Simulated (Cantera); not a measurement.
Charge: 1 mol SiC, 0.0022 mol H₂O, 290 mol H₂, a varied amount of CO₂, at 1950 °C and 133 Pa.

Cantera equilibrium calculation (NASA polynomials, part measured and part estimated; ideal gas, pure solids and liquids). Candidate condensed phases: C, C₆H₆, C₇H₈, C₈H₁₈, H₂O, Si, SiC, SiO₂; 123 gas species. Rates play no part.

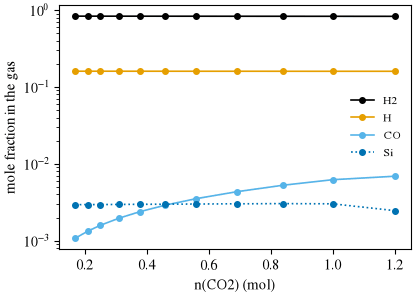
Equilibrium gas composition (values under 1e-9 drawn at 1e-9)

Question: Read off the mole fractions at 0.17 mol CO₂.

Answer: H₂ about 0.83, H about 0.16, Si about 0.0029, CO about 0.0011.
